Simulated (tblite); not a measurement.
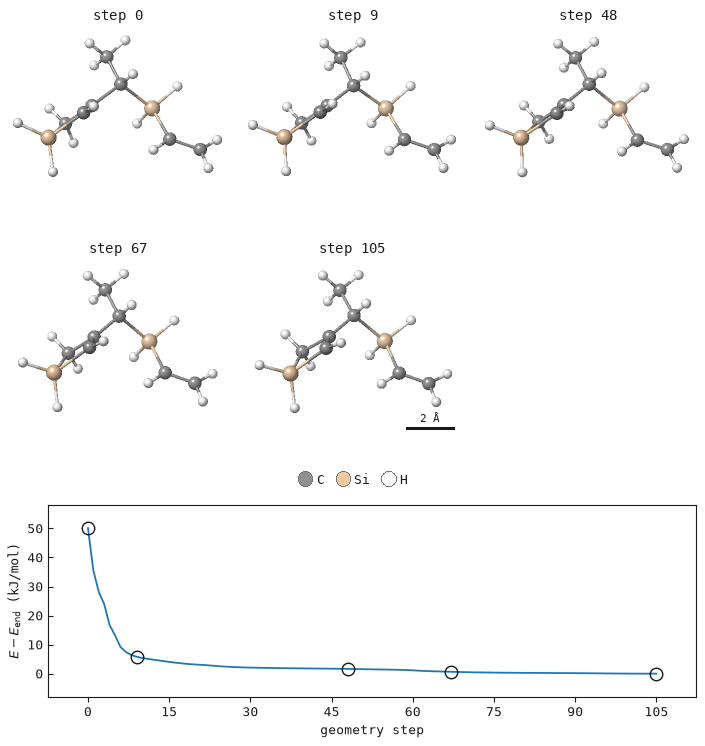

Frames of a relaxation of C$_{7}$H$_{14}$Si$_{2}$, marked on the history of the run. The picture is a ball-and-stick view, seen at a tilt.

Theory: tblite 0.8.0, GFN2-xTB geometry optimisation, gas phase. 

Question: Describe the path.

Answer: After 105 geometry steps the energy has fallen by 50.1 kJ/mol. An H atom moves most after the best rigid fit: 0.55 Å. Largest moves by element: H 0.55 Å, C 0.35 Å, Si 0.31 Å. Near-neighbour distances that change, for instance: C–C 1.609 → 1.480 Å, C–C 1.559 → 1.511 Å, C–Si 1.834 → 1.880 Å, C–Si 1.887 → 1.927 Å. Among the angles between lasting bonds that change: Si–C–H 131.1° → 138.4°, H–Si–H 116.8° → 110.6°, C–Si–H 113.3° → 119.2°. Cost: 1.9 s on 1 thread of Arm Neoverse N1, with other jobs on the host. From step 0 to 9: an H atom moves most (0.20 Å), energy −44.3 kJ/mol. From step 9 to 48: an H atom moves most (0.17 Å), energy −4.17 kJ/mol. From step 48 to 67: H atoms move most (0.25 Å), energy −0.99 kJ/mol. From step 67 to 105: an H atom moves most (0.17 Å), energy −0.66 kJ/mol.
